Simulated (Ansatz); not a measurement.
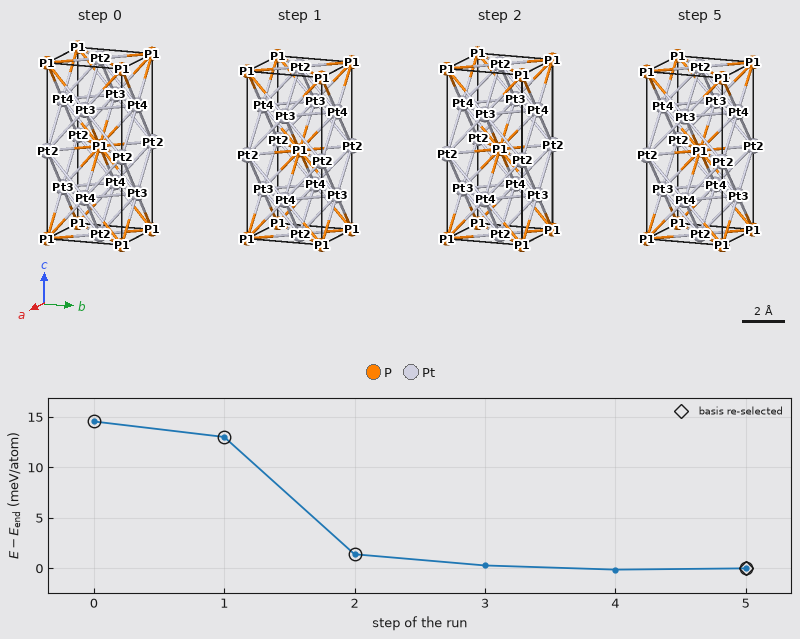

Frames of a relaxation of crystalline PPt₃ (built on the TiAl3 (D0_22)_139 type) (coarse preliminary run), marked on the history of the run. A ball-and-stick model of the conventional cell (2 times the calculation's cell), seen slightly off an axis. Lengths and directions refer to the drawn axes.

Case: TiAl3 (D0_22) type (I4/mmm, No. 139).

These are results of DFT PBE, scalar-relativistic, plane waves, PAW in Ansatz, not measurements. Set-up: plane-wave cutoff 420 eV; k-point mesh 6 × 6 × 6; occupations gaussian; smearing width 0.1 eV; no spin polarisation; cell and atoms relaxed; force threshold 0.04 eV/Å; at most 70 steps.

**Describe the path.**

The atoms keep their places relative to the cell (all moves are under 0.005 Å). The drawn cell changes as follows: a = b 3.838 → 3.886 Å (+1.3 %), c 8.572 → 8.155 Å (−4.9 %); the volume changes by −2.5 %. Near-neighbour distances that change, for instance: Pt2–Pt3 2.877 → 2.816 Å, P1–Pt3 2.877 → 2.816 Å, Pt3–Pt4 2.714 → 2.748 Å, P1–Pt2 2.714 → 2.748 Å. The space group stays I4/mmm (No. 139). Over 4 accepted moves (5 points after the start) the energy falls by 14.6 meV per atom. All forces vanish by symmetry, so only the cell relaxes. Pressure: −4.14 GPa at the start and 0.03 GPa at the end. At 1 point the geometry stayed and the basis and grid were re-selected for the new cell (energy shift of 0.1 meV per atom at most each time). From step 0 to 1: volume −5.8 %, energy −1.5 meV per atom. From step 1 to 2: volume +3.4 %, energy −11.6 meV per atom. From step 2 to 5: volume +0.1 %, energy −1.4 meV per atom.

```
step  E − E(0), meV/atom  pressure, GPa  volume, Å³/atom                      note
   0                0.00          -4.14           15.782                          
   1               -1.54           7.85           14.870                          
   2              -13.16           0.36           15.378                          
   3              -14.27           0.18           15.386                          
   4              -14.69           0.02           15.394                          
   5              -14.56           0.03           15.394  same geometry, new basis
```
